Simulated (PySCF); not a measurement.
**BH2F (SMILES [H]B([H])F) at CCSDTQ/STO-6G**

What is the energy change on altering one bond length of BH2F at CCSDTQ/STO-6G? 

The results are computed with PySCF 2.14.0.

9 further runs of the same task are left out: 9 set aside as unsound or not needed.

### Step 1. Starting point

BH2F has 4 atoms, charge 0, and is taken as a singlet. SMILES: `[H]B([H])F`. The coordinates come from a GFN2-xTB relaxation.

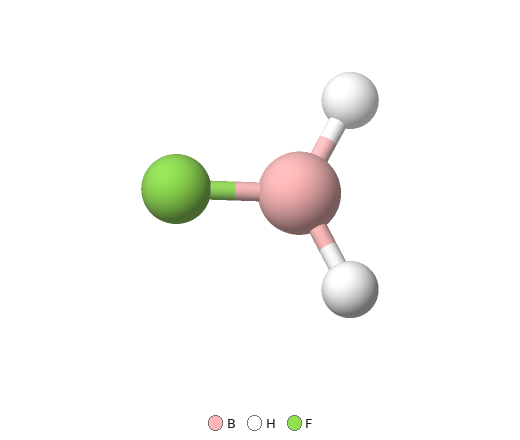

The structure, seen from a chosen angle (boron pink, hydrogen white, fluorine green).

### Step 2. A single-point energy at CCSDTQ/STO-6G

The input, run.py:

```python
# BH2F
from pyscf import gto, cc

mol = gto.M(
    atom=[
    ('B', (0.029990, 0.049200, 0.000600)),
    ('H', (1.198420, -0.033970, 0.015630)),
    ('H', (-0.578270, 1.050180, -0.019450)),
    ('F', (-0.650140, -1.065400, 0.003230)),
],
    max_memory=1860,
    basis='sto-6g',
    spin=0,
    verbose=3,
)

calc0 = mol.RHF()
calc0.conv_tol = 1e-10
calc0.kernel()
if not calc0.converged:
    calc0 = calc0.newton().run(calc0.mo_coeff, calc0.mo_occ)

mycc = cc.CCSDTQ(calc0, frozen=2)
mycc.kernel()
e_tot = mycc.e_tot
print('E(%s) = %.9f' % ('CCSDTQ', e_tot))
```

Started as:

```sh
$ OMP_NUM_THREADS=1 python run.py
```

What it wrote:

```text
converged SCF energy = -124.785265133993
_make_eris_incore_RCCSDTQ

WARN: A large `blksize` is being used, which may cause large memory consumption
      for storing contraction intermediates. If memory is sufficient, consider using
      `pyscf.cc.rccsdtq_highm.RCCSDTQ` instead.

RCCSDTQ converged
E(RCCSDTQ) = -124.8672739917113   E_corr = -0.08200885771805078
E_corr(same-spin) = -0.0113186300064698
E_corr(oppo-spin) = -0.0706902277115809
E(CCSDTQ) = -124.867273992
```

Wall time 4.2 s (1 thread of Intel Xeon Platinum 8488C (Sapphire Rapids), shared host); peak memory 0.13 GiB.

### Step 3. The distorted shape

The input, calc.py:

```python
from pyscf import gto, scf, cc

system = gto.M(
    atom=[
    ('B', (0.151660, -0.151026, 0.004611)),
    ('H', (1.320090, -0.234196, 0.019641)),
    ('H', (-0.578270, 1.050180, -0.019450)),
    ('F', (-0.528470, -1.265626, 0.007241)),
],
    spin=0,
    basis='sto-6g',
    max_memory=1860,
    verbose=4,
    charge=0,
)

myscf = scf.RHF(system)
myscf.conv_tol = 1e-10
myscf.kernel()
if not myscf.converged:
    myscf = myscf.newton().run(myscf.mo_coeff, myscf.mo_occ)

mycc = cc.CCSDTQ(myscf, frozen=2)
mycc.kernel()
energy = mycc.e_tot
print(f'total energy: {energy:.8f} hartree')
```

Started as:

```sh
$ OMP_NUM_THREADS=1 python calc.py
```

What it wrote:

```text
PySCF version 2.14.0

[INPUT] num. atoms = 4
[INPUT] num. electrons = 16
[INPUT] charge = 0
[INPUT] spin (= nelec alpha-beta = 2S) = 0
[INPUT] symmetry False subgroup None
[INPUT] Mole.unit = angstrom
[INPUT] Symbol           X                Y                Z      unit          X                Y                Z       unit  Magmom
[INPUT]  1 B      0.151660000000  -0.151026000000   0.004611000000 AA    0.286595864052  -0.285397777689   0.008713527160 Bohr   0.0
[INPUT]  2 H      1.320090000000  -0.234196000000   0.019641000000 AA    2.494608559777  -0.442566299469   0.037116110813 Bohr   0.0
[INPUT]  3 H     -0.578270000000   1.050180000000  -0.019450000000 AA   -1.092771926052   1.984552581496  -0.036755173123 Bohr   0.0
[INPUT]  4 F     -0.528470000000  -1.265626000000   0.007241000000 AA   -0.998663565049  -2.391686516129   0.013683506868 Bohr   0.0

nuclear repulsion = 26.9146750770515
number of shells = 8
number of NR pGTOs = 72
number of NR cGTOs = 12
basis = sto-6g
ecp = {}

[... 37 lines left out ...]
converged SCF energy = -124.757021841444
[... 16 lines left out ...]
WARN: A large `blksize` is being used, which may cause large memory consumption
[... 10 lines left out ...]
Init t2, MP2 energy = -124.823230145304  E_corr(MP2) -0.066208303860
[... 16 lines left out ...]
RCCSDTQ converged
[... 3 lines left out ...]
total energy: -124.84764398 hartree
```

It took 4.2 s on 1 thread of Intel Xeon Platinum 8488C (Sapphire Rapids), shared host; peak memory 0.11 GiB.

### Step 4. Outcome

Level: CCSDTQ/STO-6G, 2 core orbitals frozen.

| quantity | value |
| --- | --- |
| first shape: total energy | -124.86727 Eh |
| first shape: dipole moment (Hartree–Fock density) | 0.25 D |
| first shape: HOMO energy (Hartree–Fock orbitals) | -11.23 eV |
| first shape: LUMO energy (Hartree–Fock orbitals) | 7.33 eV |
| first shape: HOMO–LUMO gap (Hartree–Fock orbitals) | 18.56 eV |
| first shape: correlation energy (2 core orbitals frozen) | -82.0 mEh |
| first shape: T1 diagnostic | 0.019 |
| distorted shape: total energy | -124.84764 Eh |
| distorted shape: dipole moment (Hartree–Fock density) | 0.23 D |
| distorted shape: HOMO energy (Hartree–Fock orbitals) | -10.53 eV |
| distorted shape: LUMO energy (Hartree–Fock orbitals) | 7.37 eV |
| distorted shape: HOMO–LUMO gap (Hartree–Fock orbitals) | 17.89 eV |
| distorted shape: correlation energy (2 core orbitals frozen) | -90.6 mEh |
| distorted shape: T1 diagnostic | 0.019 |
| energy change with the B1–H3 bond stretched from 1.171 to 1.406 Å | 0.534 eV |

**Reading.** With the B1–H3 bond stretched from 1.171 to 1.406 Å the energy rises by 0.53 eV (12.3 kcal/mol). The first shape isn't relaxed at this level, so the change isn't measured from a minimum. The minimal basis adds a large error of its own.
